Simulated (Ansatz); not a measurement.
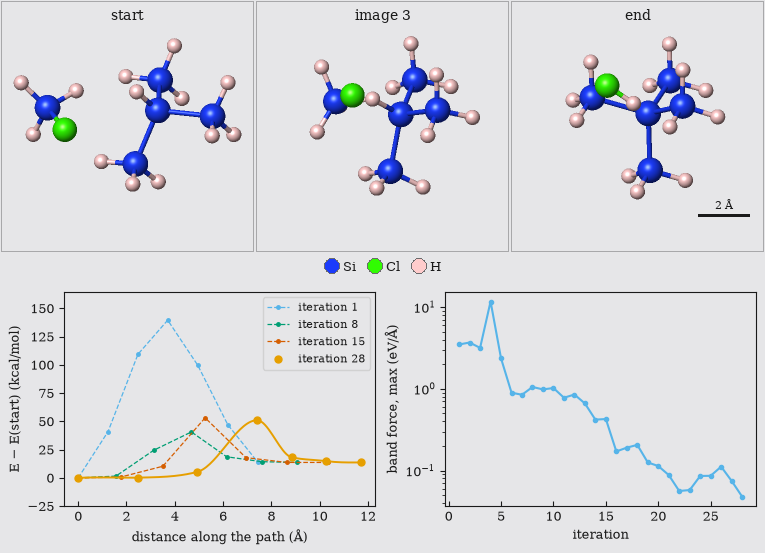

NEB run on Si₅H₁₃Cl, made up at the start of SiH3Cl and Si4H10. Images are numbered from 0 (start) to 6 (end). The plot follows the band through its iterations. The picture is a ball-and-stick view, seen from a free direction.

All numbers below come from Ansatz 0.2.0, RKS PBE0-D4/def2-SVP. Run with 5 movable images; climbing image.

### How did the profile develop, and is the result final?

The run is converged, with reservations. The band converged in 28 iterations. The largest component of the band force went from 3.5 to 0.048 eV/Å. The climbing image converged on the top of the path. Its curvatures weren't checked. The largest force component is 0.26 eV/Å at the start and 0.18 eV/Å at the end; an end with forces this large is no minimum, and the barrier measured from it can be far off. The first iteration put the highest image at 139.6 kcal/mol. Forward barrier 51.1 kcal/mol, backward barrier 37.3 kcal/mol, with image 3 at the top; the reaction energy is +13.7 kcal/mol.

Limits of the set-up: the start holds two separate molecules, 2.8 Å apart at their closest, whose relative position is a soft coordinate.

The run took about 250 s of wall time on a shared GPU.
